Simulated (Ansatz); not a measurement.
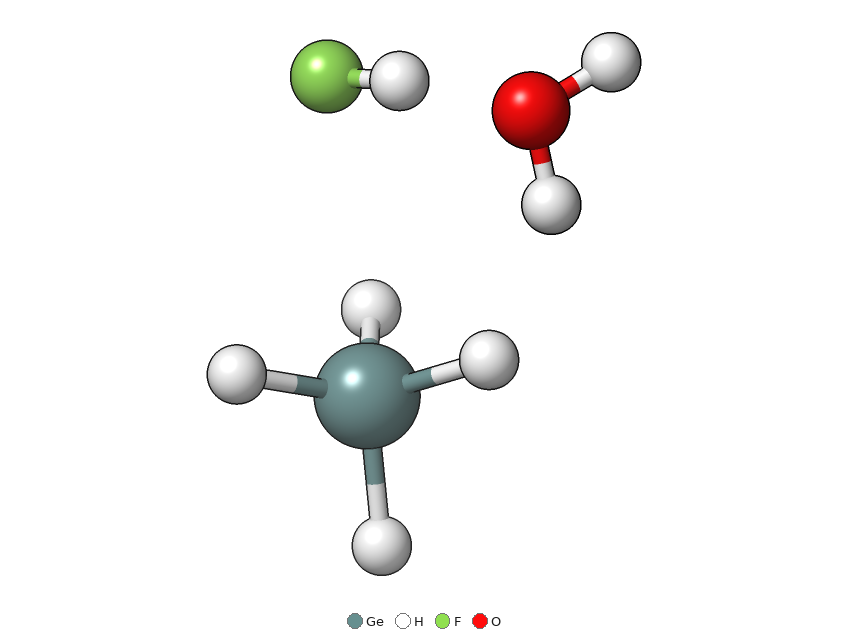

The structure as it stands in the input.

Ansatz 0.2.0 input:

```yaml
crystal:
  periodic: [false, false, false]
  atoms:
    - {symbol: Ge, position_ang: [-0.181681, -1.374775, -1.117502]}
    - {symbol: H, position_ang: [0.968271, -0.488372, -0.593525]}
    - {symbol: H, position_ang: [0.454403, -2.427204, -2.040807]}
    - {symbol: H, position_ang: [-0.866930, -2.065159, 0.062209]}
    - {symbol: H, position_ang: [-1.159296, -0.509293, -1.913470]}
    - {symbol: H, position_ang: [-0.765555, 1.131373, 1.156855]}
    - {symbol: F, position_ang: [-1.610453, 0.819770, 0.866940]}
    - {symbol: H, position_ang: [1.326435, 0.937102, 0.941191]}
    - {symbol: O, position_ang: [0.795728, 1.546926, 1.464985]}
    - {symbol: H, position_ang: [1.038977, 2.429531, 1.173122]}
basis:
  gaussian: {orbitals: def2-TZVPP}
hamiltonian: {xc: pbe, dispersion: d4}
```

Command:

```sh
ansatz run in.yaml --threads 4 --pin off --events-out ev --progress --plain --max-ram 9574MiB
```

What the program printed:

```
Functional definition: PBE
  name "PBE"
  cite "Perdew, Burke & Ernzerhof, Phys. Rev. Lett. 77, 3865 (1996) doi:10.1103/PhysRevLett.77.3865"
  parent pbe
  parameter kappa = 0.804
  parameter beta = 0.06672455060314922
  exchange = pbe_x(kappa = kappa, mu = beta*pi^2/3)
  correlation = pbe_c(beta = beta)
1078 factors; their error is unknown
mean field evaluation 1: about -61377.9366 eV, gradient 6.9e1 eV
mean field evaluation 2: about -61360.4715 eV, gradient 1.2e2 eV
mean field evaluation 4: about -61384.8327 eV, gradient 6.2e0 eV
mean field evaluation 8: about -61384.8770 eV, gradient 1.3e-1 eV
mean field evaluation 16: about -61384.8616 eV, gradient 6.1e-5 eV
mean field -61384.86164221 eV, -2255.8520571974 hartree, gradient 6.1e-5 eV, S^2 0.000000; 0 other end points of the search recorded, 0 dependent functions left out
reference -61384.86168085 eV, -2255.8520586176 hartree; 28, 28 occupied and 180, 180 virtual orbitals, 1078 factors
Total energy: -61384.96298032 eV, -2255.8557813046 hartree
```
